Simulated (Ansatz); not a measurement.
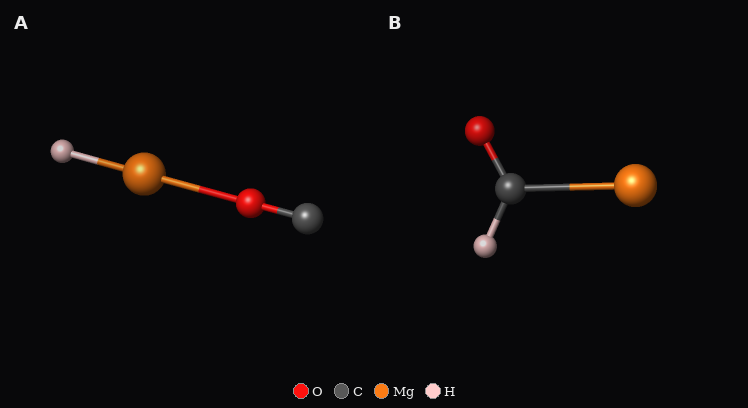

2 stationary structures of one formula. State: charge +1, singlet. Geometries: PBE-D4/def2-SVP. Electronic energies: PBE-D4/def2-SVP (Ansatz 0.2.0), without zero-point energy. No frequency run is at hand to confirm each as a minimum.

Question: Which is lowest in energy, and by how much?

Answer: B is lowest (Cs); A lies 13.2 kJ/mol above it (C∞v).
